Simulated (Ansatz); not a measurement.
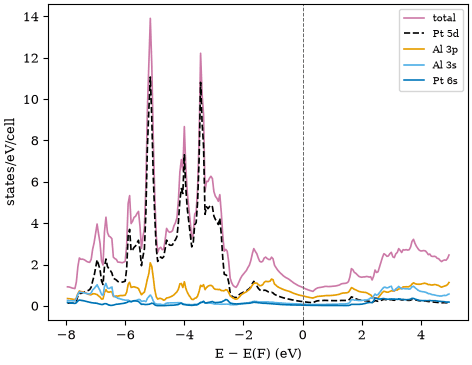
Figure. Total and projected density of states of Al₃Pt₂ (La2O3 or Ni2Al3 type, space group No. 164), DFT-PBEsol in the program Ansatz with PAW potentials

Question: Which orbitals carry the states next to the Fermi level?

Answer: Within 0.5 eV of the Fermi level: Al 3p 54 %, Pt 5d 24 %, Al 3s 9 %, outside the projected shells 9 %. Projections are on Löwdin-orthogonalised atomic valence shells; empty p or d shells of many metals are not among them.

Question: Where is the tallest occupied peak in this window, and what makes it?

Answer: Near -5.1 eV, about 14 states/eV per cell; the largest projected share is Pt 5d.

Space group P-3m1 (La2O3 or Ni2Al3 type). The first step of the workflow began from a Materials Project structure, measured or hypothetical; the Crystallography Open Database copy checked does not list it. Its standing as an ambient phase is unchecked. The PBEsol relaxation kept the symmetry of its start; of distortions, only those at the zone centre were tested. No spin polarisation was allowed. Spin–orbit coupling is left out wherever it is not named.

Potentials: the later of the program's two PAW sets.
